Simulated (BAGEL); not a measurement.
**UHF/6-31G(d) (density fitting with qzvpp-jkfit, spherical functions) run of SiHClOF (SMILES O[Si](F)Cl)**

What is the vertical electron affinity of SiHClOF at UHF/6-31G* (density fitting with qzvpp-jkfit, spherical functions)? 

Program for the calculation: BAGEL 1.2.2.

### Step 1. The molecule

SiHClOF has 5 atoms, charge 0, and is taken as a doublet. SMILES: `O[Si](F)Cl`. The shape is that of a PBE0-D4/def2-TZVP optimisation. This is one conformer, not always the lowest.

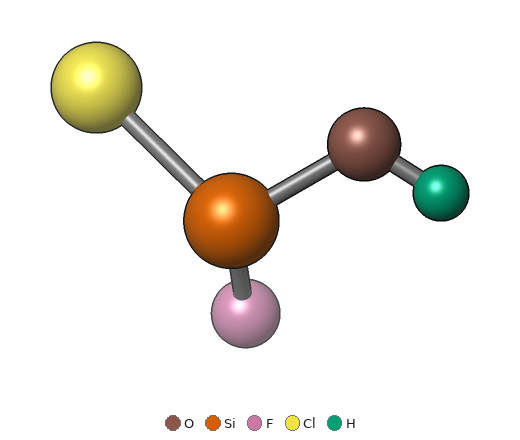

The structure, seen from a chosen angle (oxygen brown, silicon orange, fluorine pink, chlorine yellow, hydrogen teal).

### Step 2. The energy at UHF/6-31G(d) (density fitting with qzvpp-jkfit, spherical functions)

File input.json:

```json
{ "bagel" : [

{
  "title" : "molecule",
  "basis" : "6-31gs.json",
  "df_basis" : "qzvpp-jkfit",
  "angstrom" : "true",
  "geometry" : [
    { "atom" : "O", "xyz" : [   -0.003500,    1.141300,   -0.013500 ] },
    { "atom" : "Si", "xyz" : [    0.078300,   -0.426700,    0.425700 ] },
    { "atom" : "F", "xyz" : [    0.979500,   -1.232100,   -0.616800 ] },
    { "atom" : "Cl", "xyz" : [   -1.825100,   -1.157700,    0.353200 ] },
    { "atom" : "H", "xyz" : [    0.820600,    1.601600,   -0.189800 ] }
  ]
},
{ "title" : "uhf", "nopen" : 1 },
{ "title" : "print", "file" : "orbitals.molden", "orbitals" : "true" }

]}
```

The basis set 6-31G* is read from a file made from the Basis Set Exchange's data (not shown).

Started as:

```
BAGEL_NUM_THREADS=1 BAGEL input.json > input.out
```

The log of the run:

```text
* using 1 threads per process

  ===============================================================
  ===============================================================

  *** Geometry ***

  { "atom" : "O", "xyz" : [     -0.006614,      2.156744,     -0.025511 ] },
  { "atom" : "Si", "xyz" : [      0.147966,     -0.806346,      0.804456 ] },
  { "atom" : "F", "xyz" : [      1.850987,     -2.328332,     -1.165583 ] },
  { "atom" : "Cl", "xyz" : [     -3.448939,     -2.187736,      0.667451 ] },
  { "atom" : "H", "xyz" : [      1.550709,      3.026585,     -0.358670 ] },

  Number of auxiliary basis functions:      428

  Since a DF basis is specified, we compute 2- and 3-index integrals:
    o Being stored without compression. Storage requirement is 0.015 GB

  Number of basis functions:       66
  Number of electrons      :       49

    * METHOD: MOLECULE                             0.14

  *** Open-shell HF ***

  === Nuclear Repulsion ===
   217.6112504745

      * DIIS with orbital gradients will be used.

  === UHF iteration (6-31gs.json) ===
      0       -923.13239466          0.05192422           0.08
      1       -923.29529701          0.03423419           0.07
      2       -923.35490942          0.02146871           0.07
      3       -923.39165097          0.00102233           0.08
      4       -923.39221765          0.00044382           0.07
      5       -923.39230671          0.00013160           0.07
      6       -923.39232268          0.00005705           0.07
      7       -923.39232637          0.00002350           0.07
      8       -923.39232792          0.00000670           0.07
      9       -923.39232812          0.00000284           0.07
     10       -923.39232815          0.00000080           0.07
     11       -923.39232816          0.00000033           0.07
     12       -923.39232816          0.00000015           0.07
     13       -923.39232816          0.00000008           0.07
     14       -923.39232816          0.00000004           0.07
     15       -923.39232816          0.00000002           0.07
     16       -923.39232816          0.00000001           0.07
    * SCF iteration converged.

    * S^2 (UHF) is 0.7536

    * Permanent dipole moment:
           (   -0.936122,    -0.558054,    -0.368415) a.u.

    * METHOD: UHF                                  1.36

    * METHOD: PRINT                                0.01

  ===============================================================
```

It took 1.7 s on 1 thread of Arm Neoverse V2, shared host; peak memory 0.088 GiB.

### Step 3. The singlet anion at the same level

File calc.json:

```json
{ "bagel" : [

{
  "title" : "molecule",
  "basis" : "6-31gs.json",
  "df_basis" : "qzvpp-jkfit",
  "angstrom" : "true",
  "geometry" : [
    { "atom" : "O", "xyz" : [   -0.003500,    1.141300,   -0.013500 ] },
    { "atom" : "Si", "xyz" : [    0.078300,   -0.426700,    0.425700 ] },
    { "atom" : "F", "xyz" : [    0.979500,   -1.232100,   -0.616800 ] },
    { "atom" : "Cl", "xyz" : [   -1.825100,   -1.157700,    0.353200 ] },
    { "atom" : "H", "xyz" : [    0.820600,    1.601600,   -0.189800 ] }
  ]
},
{ "title" : "hf", "charge" : -1 },
{ "title" : "print", "file" : "orbitals.molden", "orbitals" : "true" }

]}
```

The basis set 6-31G* is read from a file made from the Basis Set Exchange's data (not shown).

Started as:

```
BAGEL_NUM_THREADS=1 BAGEL calc.json > calc.out
```

The log of the run:

```text
* using 1 threads per process

  ===============================================================
  ===============================================================

  *** Geometry ***

  { "atom" : "O", "xyz" : [     -0.006614,      2.156744,     -0.025511 ] },
  { "atom" : "Si", "xyz" : [      0.147966,     -0.806346,      0.804456 ] },
  { "atom" : "F", "xyz" : [      1.850987,     -2.328332,     -1.165583 ] },
  { "atom" : "Cl", "xyz" : [     -3.448939,     -2.187736,      0.667451 ] },
  { "atom" : "H", "xyz" : [      1.550709,      3.026585,     -0.358670 ] },

  Number of auxiliary basis functions:      428

  Since a DF basis is specified, we compute 2- and 3-index integrals:
    o Being stored without compression. Storage requirement is 0.015 GB

  Number of basis functions:       66
  Number of electrons      :       49

    * METHOD: MOLECULE                             0.14

  *** RHF ***

  === Nuclear Repulsion ===
   217.6112504745

      * DIIS with orbital gradients will be used.

  === RHF iteration (6-31gs.json) ===
      0       -923.11770799          0.02618262           0.04
      1       -923.29033743          0.01682922           0.04
      2       -923.38303895          0.00134151           0.04
      3       -923.38507836          0.00039503           0.04
      4       -923.38532119          0.00016443           0.04
      5       -923.38537370          0.00006379           0.04
      6       -923.38537964          0.00002253           0.04
      7       -923.38538040          0.00000414           0.04
      8       -923.38538042          0.00000154           0.04
      9       -923.38538042          0.00000069           0.04
     10       -923.38538042          0.00000021           0.04
     11       -923.38538042          0.00000009           0.04
     12       -923.38538042          0.00000004           0.04
     13       -923.38538042          0.00000001           0.04
     14       -923.38538042          0.00000000           0.04
    * SCF iteration converged.

    * Permanent dipole moment:
           (    0.001051,    -0.525428,     1.106233) a.u.

    * METHOD: HF                                   0.68

    * METHOD: PRINT                                0.01

  ===============================================================
```

Wall time 0.99 s (1 thread of Arm Neoverse V2, shared host); peak memory 0.088 GiB.

### Step 4. What came out

At UHF/6-31G* (density fitting with qzvpp-jkfit, spherical functions):

| quantity | value |
| --- | --- |
| doublet SiHClOF: total energy | -923.39233 Eh |
| doublet SiHClOF: dipole moment | 2.92 D |
| doublet SiHClOF: ⟨S²⟩ | 0.754 |
| singlet anion: total energy | -923.38538 Eh |
| singlet anion: HOMO energy | -0.78 eV |
| singlet anion: LUMO energy | 9.93 eV |
| singlet anion: HOMO–LUMO gap (to an unbound level, set by the basis) | 10.71 eV |
| vertical electron affinity (to the singlet anion) | -0.189 eV |

What this shows: The anion lies 0.19 eV (18.2 kJ/mol) above the neutral: the electron isn't bound at this level, and such a value depends on the basis. Without diffuse functions anions come out too high. Hartree–Fock misses the correlation that binds many anions.
